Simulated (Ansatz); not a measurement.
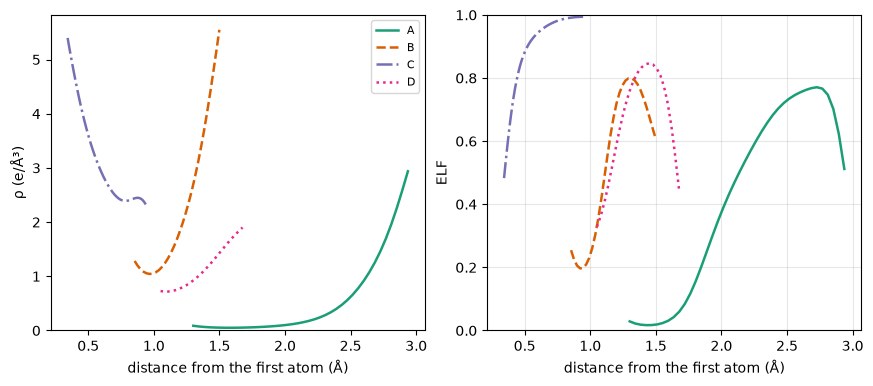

Figure 1: Cl4HOTa···NH3. Electron density and ELF along straight lines between neighbouring atoms. The curves leave out the atomic cores.

Core potentials replace the inner electrons of Ta; not at a stationary point (largest force 1.2 eV/Å).

The calculation used RHF/def2-SVP in Ansatz 0.2.0.

```xyz
11

Ta   -0.1824    0.1892   -0.1300
Cl    2.2133    0.6572   -0.1116
O     0.0626   -0.5803    1.5292
H     0.3722   -1.0746    2.2730
Cl   -0.0430    0.4644   -2.4658
Cl   -1.1771    2.1483    0.4509
Cl   -1.9600   -1.2907   -0.5049
N     1.4808   -2.5911   -1.0058
H     0.8843   -2.9594   -0.2925
H     1.0108   -2.3906   -1.8661
H     2.1160   -1.8488   -0.6993
```

**Which curve belongs to which contact (O–H, Ta–Cl, Ta–N and Ta–O)? The first atom named is at distance zero.**

Curve A: Ta1···N8 (3.36 Å): the density falls to about 0.05 e/Å³ on the way; the ELF dips to about 0 between them. Curve B: Ta–O (1.85 Å): ρ at the midpoint is about 1.1 e/Å³; the ELF peaks at about 0.80 in the valence shell of O, 0.5 Å from its nucleus, and drops to about 0.20 between the two atoms. Curve C: O–H (0.95 Å): ρ is about 3.8 e/Å³ halfway; the ELF climbs to about 1 towards the hydrogen, as it does in any bond to H; an ordinary covalent bond to hydrogen. Curve D: Ta–Cl (2.27 Å): ρ at the midpoint is about 0.73 e/Å³; the ELF peaks at about 0.85 in the valence shell of Cl, 0.8 Å from its nucleus, and is about 0.45 at the midpoint.
